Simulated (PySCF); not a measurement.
**GeH3Br (SMILES [GeH3][Br]): levels of theory compared**

We compute a comparison of 6 runs (BLYP/aug-cc-pVDZ, M06-2X/aug-cc-pVDZ, wB97M-V/aug-cc-pVDZ, wB97X/aug-cc-pVDZ, SCS-MP2/aug-cc-pVDZ, CCSD(T)/aug-cc-pVDZ) of GeH3Br. The job is set up through a Python script.

The results are computed with PySCF 2.14.0.

3 further runs of the same task are left out: 3 set aside as unsound or not needed.

### Step 1. The structure to begin with

The species is GeH3Br (5 atoms), meant as a singlet with charge 0. As SMILES, `[GeH3][Br]`. The shape is that of a PBE0-D4/def2-TZVP optimisation.

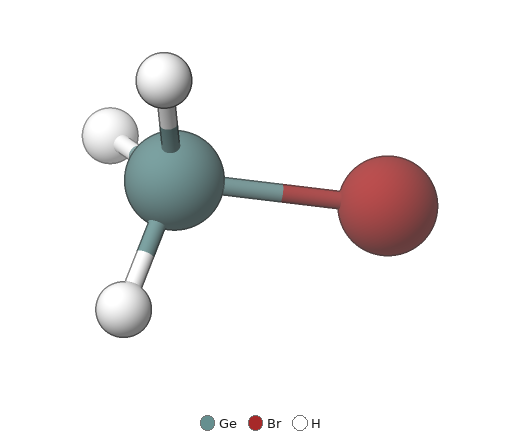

Viewed from a chosen angle; germanium teal, bromine red, hydrogen white.

### Step 2. The energy at BLYP/aug-cc-pVDZ (run 1)

run.py

```python
from pyscf import gto, dft

molecule = gto.M(
    atom='''
Ge     0.139040     0.013690    -0.129150
Br    -1.548450    -0.152490     1.438270
H      0.128210     1.452190    -0.655100
H     -0.172230    -0.995930    -1.238090
H      1.453450    -0.317450     0.584070
''',
    basis='aug-cc-pvdz',
    max_memory=1860,
    verbose=4,
)

mf = dft.RKS(molecule, xc='blyp')
mf.grids.level = 5
mf.conv_tol = 1e-10
mf.kernel()
if not mf.converged:
    mf = mf.newton().run(mf.mo_coeff, mf.mo_occ)

energy = mf.e_tot
print('Final energy', energy)
```

On the command line:

```
$ OMP_NUM_THREADS=1 python run.py
```

What it wrote:

```text
PySCF version 2.14.0

[INPUT] num. atoms = 5
[INPUT] num. electrons = 70
[INPUT] charge = 0
[INPUT] spin (= nelec alpha-beta = 2S) = 0
[INPUT] symmetry False subgroup None
[INPUT] Mole.unit = angstrom
[INPUT] Symbol           X                Y                Z      unit          X                Y                Z       unit  Magmom
[INPUT]  1 Ge     0.139040000000   0.013690000000  -0.129150000000 AA    0.262747520360   0.025870350645  -0.244058128988 Bohr   0.0
[INPUT]  2 Br    -1.548450000000  -0.152490000000   1.438270000000 AA   -2.926146417583  -0.288164336735   2.717936393178 Bohr   0.0
[INPUT]  3 H      0.128210000000   1.452190000000  -0.655100000000 AA    0.242281786430   2.744241380832  -1.237959584203 Bohr   0.0
[INPUT]  4 H     -0.172230000000  -0.995930000000  -1.238090000000 AA   -0.325467530434  -1.882034939238  -2.339651017563 Bohr   0.0
[INPUT]  5 H      1.453450000000  -0.317450000000   0.584070000000 AA    2.746622435749  -0.599893558243   1.103732337575 Bohr   0.0

nuclear repulsion = 308.239791758447
number of shells = 33
number of NR pGTOs = 205
number of NR cGTOs = 99
basis = aug-cc-pvdz
ecp = {}

******** <class 'pyscf.dft.rks.RKS'> ********
method = RKS
initial guess = minao
damping factor = 0
level_shift factor = 0
DIIS = <class 'pyscf.scf.diis.CDIIS'>
diis_start_cycle = 1
diis_space = 8
diis_damp = 0
SCF conv_tol = 1e-10
SCF conv_tol_grad = None
SCF max_cycles = 50
direct_scf = True
direct_scf_tol = 1e-13
XC library pyscf.dft.libxc version 7.0.0
    S. Lehtola, C. Steigemann, M. J.T. Oliveira, and M. A.L. Marques.,  SoftwareX 7, 1–5 (2018)
XC functionals = blyp
    A. D. Becke.,  Phys. Rev. A 38, 3098 (1988)
    C. Lee, W. Yang, and R. G. Parr.,  Phys. Rev. B 37, 785 (1988)
    B. Miehlich, A. Savin, H. Stoll, and H. Preuss.,  Chem. Phys. Lett. 157, 200 (1989)
radial grids:
    Treutler-Ahlrichs [JCP 102, 346 (1995); DOI:10.1063/1.469408] (M4) radial grids

becke partition: Becke, JCP 88, 2547 (1988); DOI:10.1063/1.454033
pruning grids: <function nwchem_prune>
grids dens level: 5
symmetrized grids: False
atomic radii adjust function: <function treutler_atomic_radii_adjust>
small_rho_cutoff = 0
Set gradient conv threshold to 1e-05
Initial guess from minao.
tot grids = 160096
init E= -4651.39697315403
  HOMO = -0.291281726872247  LUMO = -0.0685724589486791  gap/eV = 6.06023
cycle= 1 E= -4652.98115040352  delta_E= -1.58  |g|= 0.291  |ddm|= 1.94
  HOMO = -0.222365188269931  LUMO = -0.0668117412834974  gap/eV = 4.23282
cycle= 2 E= -4652.95860603247  delta_E= 0.0225  |g|= 0.376  |ddm|= 0.795
  HOMO = -0.254848501278605  LUMO = -0.0597339190284623  gap/eV = 5.30934
cycle= 3 E= -4652.99954105439  delta_E= -0.0409  |g|= 0.0756  |ddm|= 0.487
  HOMO = -0.249244533601404  LUMO = -0.0615612465936657  gap/eV = 5.10712
cycle= 4 E= -4653.00153975863  delta_E= -0.002  |g|= 0.011  |ddm|= 0.116
  HOMO = -0.251498686826237  LUMO = -0.0626052495282596  gap/eV = 5.14005
cycle= 5 E= -4653.00158515762  delta_E= -4.54e-05  |g|= 0.00179  |ddm|= 0.018
  HOMO = -0.251078622170475  LUMO = -0.0622637191647206  gap/eV = 5.13792
cycle= 6 E= -4653.00158620045  delta_E= -1.04e-06  |g|= 0.000764  |ddm|= 0.00313
  HOMO = -0.25116531002393  LUMO = -0.0623134918150687  gap/eV = 5.13892
cycle= 7 E= -4653.00158637867  delta_E= -1.78e-07  |g|= 7.83e-05  |ddm|= 0.000756
  HOMO = -0.25115475219006  LUMO = -0.0623153634788349  gap/eV = 5.13858
cycle= 8 E= -4653.00158638133  delta_E= -2.65e-09  |g|= 7.07e-06  |ddm|= 0.000128
  HOMO = -0.25115537853837  LUMO = -0.0623156263779172  gap/eV = 5.13859
cycle= 9 E= -4653.00158638139  delta_E= -6.18e-11  |g|= 9.22e-07  |ddm|= 1.24e-05
  HOMO = -0.251155486336586  LUMO = -0.0623156462957251  gap/eV = 5.13859
Extra cycle  E= -4653.00158638137  delta_E= 1.73e-11  |g|= 8.18e-07  |ddm|= 2.76e-06
converged SCF energy = -4653.00158638137
Final energy -4653.0015863813705
```

It took 15 s on 1 thread of Arm Neoverse V2, shared host; peak memory 0.52 GiB.

### Step 3. A single-point energy at M06-2X/aug-cc-pVDZ (run 2)

calc.py

```python
from pyscf import gto, dft

mol = gto.M(
    atom='''
Ge       0.139040       0.013690      -0.129150
Br      -1.548450      -0.152490       1.438270
H        0.128210       1.452190      -0.655100
H       -0.172230      -0.995930      -1.238090
H        1.453450      -0.317450       0.584070
''',
    spin=0,
    max_memory=1860,
    verbose=4,
    basis='aug-cc-pvdz',
)

mf = dft.RKS(mol)
mf.xc = 'm06-2x'
mf.grids.level = 5
mf.conv_tol = 1e-10
mf.kernel()
if not mf.converged:
    mf = mf.newton().run(mf.mo_coeff, mf.mo_occ)

etot = mf.e_tot
print('Final energy', etot)
```

On the command line:

```
$ OMP_NUM_THREADS=1 python calc.py
```

What it wrote:

```text
PySCF version 2.14.0

[INPUT] num. atoms = 5
[INPUT] num. electrons = 70
[INPUT] charge = 0
[INPUT] spin (= nelec alpha-beta = 2S) = 0
[INPUT] symmetry False subgroup None
[INPUT] Mole.unit = angstrom
[INPUT] Symbol           X                Y                Z      unit          X                Y                Z       unit  Magmom
[INPUT]  1 Ge     0.139040000000   0.013690000000  -0.129150000000 AA    0.262747520360   0.025870350645  -0.244058128988 Bohr   0.0
[INPUT]  2 Br    -1.548450000000  -0.152490000000   1.438270000000 AA   -2.926146417583  -0.288164336735   2.717936393178 Bohr   0.0
[INPUT]  3 H      0.128210000000   1.452190000000  -0.655100000000 AA    0.242281786430   2.744241380832  -1.237959584203 Bohr   0.0
[INPUT]  4 H     -0.172230000000  -0.995930000000  -1.238090000000 AA   -0.325467530434  -1.882034939238  -2.339651017563 Bohr   0.0
[INPUT]  5 H      1.453450000000  -0.317450000000   0.584070000000 AA    2.746622435749  -0.599893558243   1.103732337575 Bohr   0.0

nuclear repulsion = 308.239791758447
number of shells = 33
number of NR pGTOs = 205
number of NR cGTOs = 99
basis = aug-cc-pvdz
ecp = {}

******** <class 'pyscf.dft.rks.RKS'> ********
method = RKS
initial guess = minao
damping factor = 0
level_shift factor = 0
DIIS = <class 'pyscf.scf.diis.CDIIS'>
diis_start_cycle = 1
diis_space = 8
diis_damp = 0
SCF conv_tol = 1e-10
SCF conv_tol_grad = None
SCF max_cycles = 50
direct_scf = True
direct_scf_tol = 1e-13
XC library pyscf.dft.libxc version 7.0.0
    S. Lehtola, C. Steigemann, M. J.T. Oliveira, and M. A.L. Marques.,  SoftwareX 7, 1–5 (2018)
XC functionals = m06-2x
    Y. Zhao and D. G. Truhlar.,  Theor. Chem. Acc. 120, 215 (2008)
    Y. Zhao and D. G. Truhlar.,  Theor. Chem. Acc. 120, 215 (2008)
radial grids:
    Treutler-Ahlrichs [JCP 102, 346 (1995); DOI:10.1063/1.469408] (M4) radial grids

becke partition: Becke, JCP 88, 2547 (1988); DOI:10.1063/1.454033
pruning grids: <function nwchem_prune>
grids dens level: 5
symmetrized grids: False
atomic radii adjust function: <function treutler_atomic_radii_adjust>
small_rho_cutoff = 0
Set gradient conv threshold to 1e-05
[... 1 set-up line as earlier in the session ...]
tot grids = 160096
init E= -4651.29974846266
  HOMO = -0.341727588749933  LUMO = -0.0388535678274564  gap/eV = 8.24162
cycle= 1 E= -4652.96236243659  delta_E= -1.66  |g|= 0.22  |ddm|= 1.54
  HOMO = -0.326952727278163  LUMO = -0.0232801168273105  gap/eV = 8.26335
cycle= 2 E= -4652.97046708854  delta_E= -0.0081  |g|= 0.175  |ddm|= 0.49
  HOMO = -0.34811419505987  LUMO = -0.0133155199686434  gap/eV = 9.11034
cycle= 3 E= -4652.98015861013  delta_E= -0.00969  |g|= 0.0147  |ddm|= 0.208
  HOMO = -0.34703398826231  LUMO = -0.0118719189941032  gap/eV = 9.12022
cycle= 4 E= -4652.98022941911  delta_E= -7.08e-05  |g|= 0.0036  |ddm|= 0.0301
  HOMO = -0.347197523467317  LUMO = -0.0120138549601443  gap/eV = 9.12081
cycle= 5 E= -4652.98023283724  delta_E= -3.42e-06  |g|= 0.000543  |ddm|= 0.00646
  HOMO = -0.347109622365323  LUMO = -0.0120561998004556  gap/eV = 9.11727
cycle= 6 E= -4652.98023294825  delta_E= -1.11e-07  |g|= 7.14e-05  |ddm|= 0.0012
  HOMO = -0.347112664454258  LUMO = -0.0120535644614592  gap/eV = 9.11742
cycle= 7 E= -4652.98023295063  delta_E= -2.38e-09  |g|= 1.09e-05  |ddm|= 0.000185
  HOMO = -0.34711499720707  LUMO = -0.0120545511988437  gap/eV = 9.11746
cycle= 8 E= -4652.98023295068  delta_E= -4.37e-11  |g|= 4.02e-06  |ddm|= 3.27e-05
  HOMO = -0.3471133295205  LUMO = -0.0120543068010783  gap/eV = 9.11742
Extra cycle  E= -4652.98023295069  delta_E= -1.46e-11  |g|= 2.51e-06  |ddm|= 7.71e-06
converged SCF energy = -4652.98023295069
Final energy -4652.980232950693
```

Wall time 26 s (1 thread of Arm Neoverse V2, shared host); peak memory 0.52 GiB.

Run 3 isn't shown in full; the table further down has it.

### Step 4. The energy at wB97X/aug-cc-pVDZ (run 4)

input.py

```python
from pyscf import gto, dft

system = gto.M(
    atom='''
Ge     0.262748     0.025870    -0.244058
Br    -2.926146    -0.288164     2.717936
H      0.242282     2.744241    -1.237960
H     -0.325468    -1.882035    -2.339651
H      2.746622    -0.599894     1.103732
''',
    charge=0,
    verbose=3,
    spin=0,
    max_memory=1860,
    basis='aug-cc-pvdz',
    unit='bohr',
)

mf = dft.RKS(system, xc='wb97x')
mf.grids.level = 5
mf.conv_tol = 1e-10
mf.kernel()
if not mf.converged:
    mf = mf.newton().run(mf.mo_coeff, mf.mo_occ)

etot = mf.e_tot
print('Final energy', etot)
```

On the command line:

```
$ OMP_NUM_THREADS=1 python input.py
```

What it wrote:

```text
converged SCF energy = -4653.00610229032
Final energy -4653.006102290317
```

Wall time 33 s (1 thread of Arm Neoverse V2, shared host); peak memory 0.52 GiB.

Run 5 isn't shown in full; the table further down has it.

### Step 5. The energy at CCSD(T)/aug-cc-pVDZ (run 6)

job.py

```python
from pyscf import gto, cc

mol = gto.Mole()
mol.atom = '''
Ge       0.139040       0.013690      -0.129150
Br      -1.548450      -0.152490       1.438270
H        0.128210       1.452190      -0.655100
H       -0.172230      -0.995930      -1.238090
H        1.453450      -0.317450       0.584070
'''
mol.verbose = 3
mol.max_memory = 1860
mol.charge = 0
mol.basis = 'aug-cc-pvdz'
mol.spin = 0
mol.build()

calc0 = mol.RHF()
calc0.conv_tol = 1e-10
calc0.kernel()
if not calc0.converged:
    calc0 = calc0.newton().run(calc0.mo_coeff, calc0.mo_occ)

mycc = cc.CCSD(calc0, frozen=18)
mycc.kernel()
e_t = mycc.ccsd_t()
e_final = mycc.e_tot + e_t
print('Final energy', e_final)
```

On the command line:

```
$ OMP_NUM_THREADS=1 python job.py
```

What it wrote:

```text
converged SCF energy = -4649.50582610047
E(CCSD) = -4649.805616272904  E_corr = -0.2997901724308007
CCSD(T) correction = -0.00839607329906222
Final energy -4649.814012346203
```

Wall time 61 s (1 thread of Arm Neoverse V2, shared host); peak memory 0.55 GiB.

### Step 6. The series

```
run                level  nlc grid  integration grid   energy (Eh)  dipole moment (D) of the reference  HOMO energy (eV)  LUMO energy (eV)  wall time
  1     BLYP/aug-cc-pVDZ         –                 5  -4653.001586                                1.83             -6.83             -1.70       15 s
  2   M06-2X/aug-cc-pVDZ         –                 5  -4652.980233                                2.06             -9.45             -0.33       26 s
  3  wB97M-V/aug-cc-pVDZ         1                 5  -4652.661811                                2.03            -10.48              0.26       67 s
  4    wB97X/aug-cc-pVDZ         –                 5  -4653.006102                                2.04            -10.61              0.78       33 s
  5  SCS-MP2/aug-cc-pVDZ         –                 –  -4649.770972                                2.19            -11.19              0.91      3.3 s
  6  CCSD(T)/aug-cc-pVDZ         –                 –  -4649.814012                                2.19            -11.19              0.91       61 s
```

### Step 7. Outcome

| quantity | value |
| --- | --- |
| run 6: total energy | -4649.81401 Eh |
| run 6: dipole moment (Hartree–Fock density) | 2.19 D |
| run 6: HOMO energy (Hartree–Fock orbitals) | -11.19 eV |
| run 6: LUMO energy (Hartree–Fock orbitals) | 0.91 eV |
| run 6: HOMO–LUMO gap (Hartree–Fock orbitals) | 12.11 eV |
| run 6: correlation energy (18 core orbitals frozen) | -308.2 mEh |
| run 6: (T) correction | -8.40 mEh |
| run 6: T1 diagnostic | 0.007 |

What this shows: Over runs 1, 2, 3, 4 the dipole moment (its size) runs from 1.83 D (BLYP/aug-cc-pVDZ) to 2.06 D (M06-2X/aug-cc-pVDZ). Over runs 1, 2, 3, 4 the HOMO–LUMO gap runs from 5.14 eV (BLYP/aug-cc-pVDZ) to 11.39 eV (wB97X/aug-cc-pVDZ). Totals of different functionals can't be ranked against each other. All runs together took 3.4 min, the longest 67 s.
